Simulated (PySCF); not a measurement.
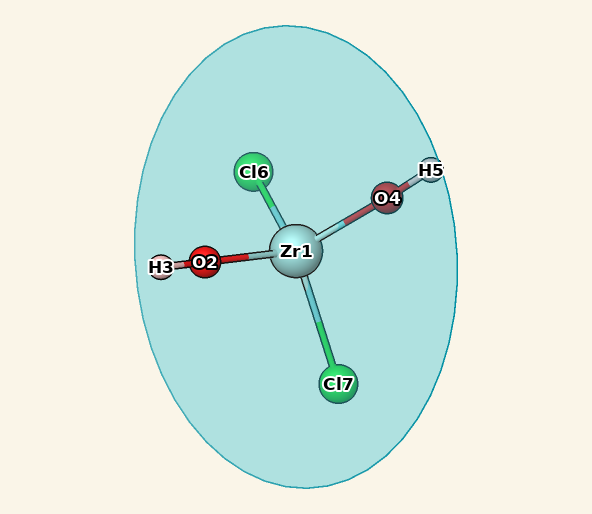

A disc through the centre of mass is drawn in. Atoms fade into the background with distance from the viewer. Charge 0, singlet. The geometry was computed by an optimisation with PBE0-D3(BJ)/def2-SVP. No frequency run is at hand to confirm it as a minimum.

Question: Is the plane of the disc a mirror plane of the structure?

Answer: No. The point group is C2v, with 1 C2 axis and 2 mirror planes, and this plane isn't one of its mirror planes.
